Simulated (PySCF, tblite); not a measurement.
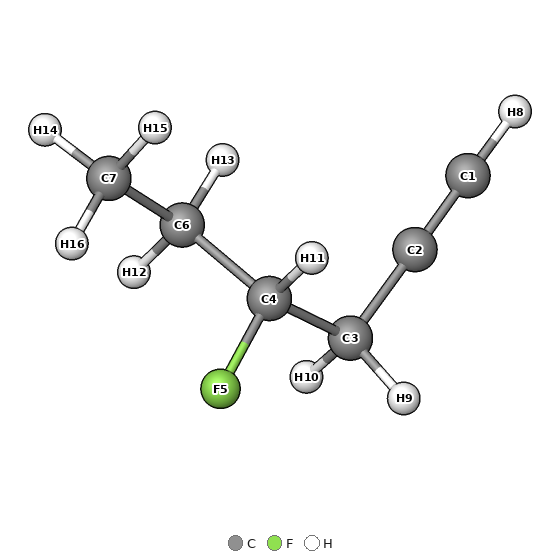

The molecule: C₆H₉F, SMILES C#CC[C@H](F)CC.

GIAO shifts, PBE0/pcSseg-1 in PySCF 2.14.0, at a GFN2-xTB geometry (a minimum by its frequencies), against TMS for ¹³C computed at the same level. Gas phase, fully decoupled, line heights follow the number of nuclei, widths are arbitrary (no quadrupolar broadening); values of one conformer, averaged over methyl-type rotors and exact or near symmetry; other conformers aren't averaged in.

Predict the ¹³C spectrum.

6 signals.


```
δ (ppm)  nuclei  atoms
   97.7       1     C4
   85.0       1     C2
   77.7       1     C1
   32.0       1     C6
   28.5       1     C3
   13.0       1     C7
```

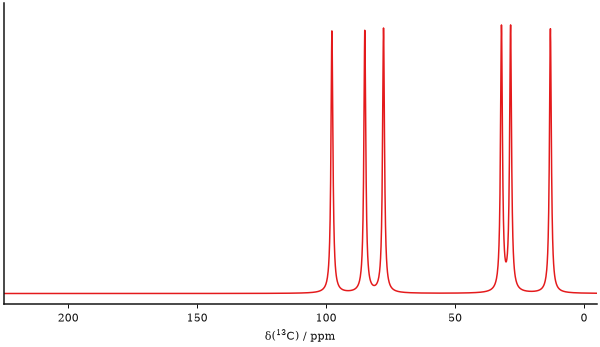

Known limits of this run: the tight-binding geometry is rougher than a DFT one and adds to the error.
